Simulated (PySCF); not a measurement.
**C6H9NO (SMILES C=CC/C=C/C(N)=O): density, localisation and related maps**

```xyz
17

C    -3.0318    0.9007   -0.2834
C    -2.3323   -0.1022    0.2104
C    -1.2243   -0.8009   -0.5224
C     0.0472   -0.6923    0.2506
C     1.1663   -0.1276   -0.1890
C     2.3695   -0.0589    0.6687
N     3.4234    0.5852    0.1013
O     2.4349   -0.5301    1.7857
H    -2.8536    1.2844   -1.2749
H    -3.8165    1.3792    0.2774
H    -2.5253   -0.4687    1.2097
H    -1.4843   -1.8609   -0.6174
H    -1.1053   -0.3786   -1.5216
H     0.0412   -1.0924    1.2567
H     1.2367    0.2951   -1.1818
H     3.3755    0.9966   -0.8127
H     4.2718    0.6834    0.6328
```

Geometry: GFN2-xTB.

These are results of PySCF, PBE0/pcSseg-1, SCF density, gas phase, non-relativistic, not measurements.

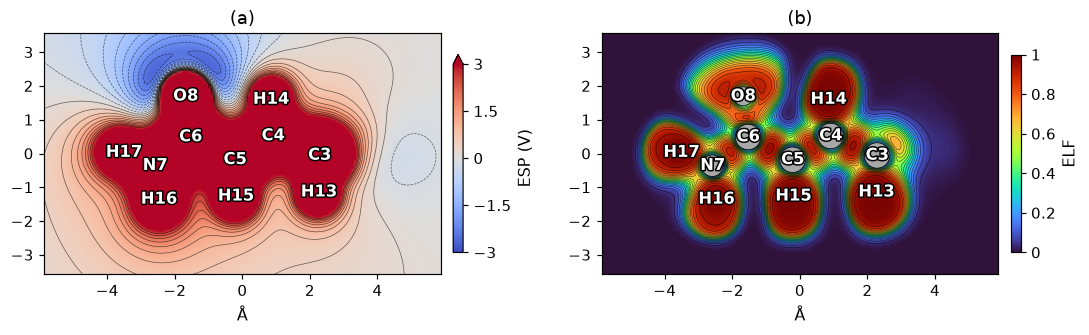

Figure 1. (a) electrostatic potential; (b) electron localisation function on the plane of atoms C5, C6 and O8. Grey discs cover the atomic cores in the ELF map.

**Read the bonding off the picture.**

The plane passes through C, N, O and H nuclei.
C–O (1.21 Å): the ELF peaks at about 0.85 between the atoms (a short, multiple covalent bond).
C–C (1.33 Å): the ELF peaks at about 0.90 between the atoms: a multiple bond.
C–N (1.36 Å): the ELF peaks at about 0.90 between the atoms (a covalent bond).
N–H (1.00 Å): the ELF climbs to about 1 towards the hydrogen, as it does in any bond to H (a covalent bond by its length).
C–C (1.48 Å): the ELF peaks at about 0.95 between the atoms; a covalent bond.
The ELF also peaks beside O8, away from the bonds: lone-pair regions.
Outside the dense part of the molecule the potential is most negative (−2.6 V) near O8.

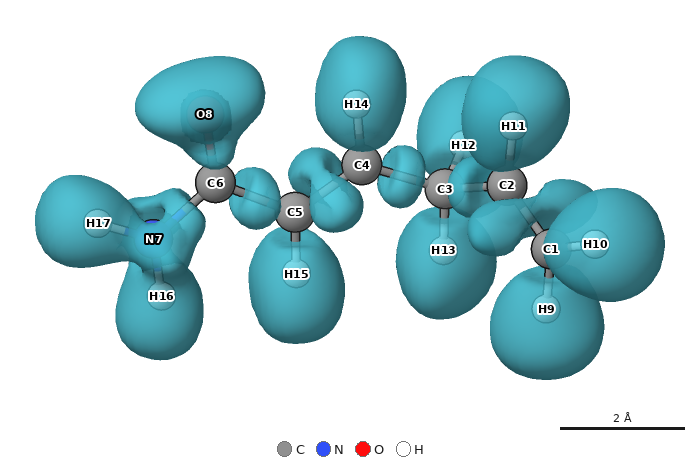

Figure 2. Isosurface of the electron localisation function at 0.75 (cyan), seen across its widest extent. Core shells and regions of very low density are left out.

**What do the ELF domains correspond to?**

The ELF exceeds this value in five regions between bonded C–C atoms (shared pairs), seven regions around hydrogen nuclei, one region on O in which the atom's valence shell and bonds are merged and one joined region spread over several atoms (H, N), in which their bonds and any lone pairs are merged. Profiles from the grid: C–C (1.32 Å): the ELF peaks at about 0.90 between the atoms; a short, multiple covalent bond.

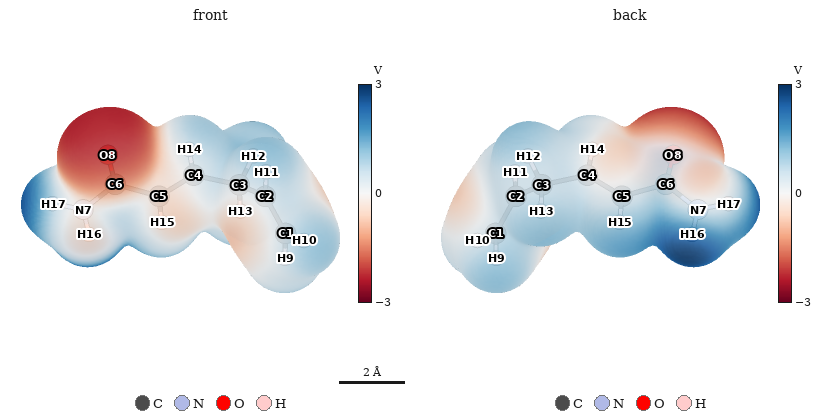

Figure 3. The electrostatic potential painted on the density surface at 0.004 e/bohr³, seen from the front and from behind; the colour scale runs from red (negative) to blue (positive).

**Where is the surface potential most negative and most positive?**

The most negative region (about −2.3 V, or −53 kcal/mol for a unit charge) lies over O8, the most positive (about +2.8 V, or +65 kcal/mol for a unit charge) over H16. O8 is the likeliest acceptor of a hydrogen bond.
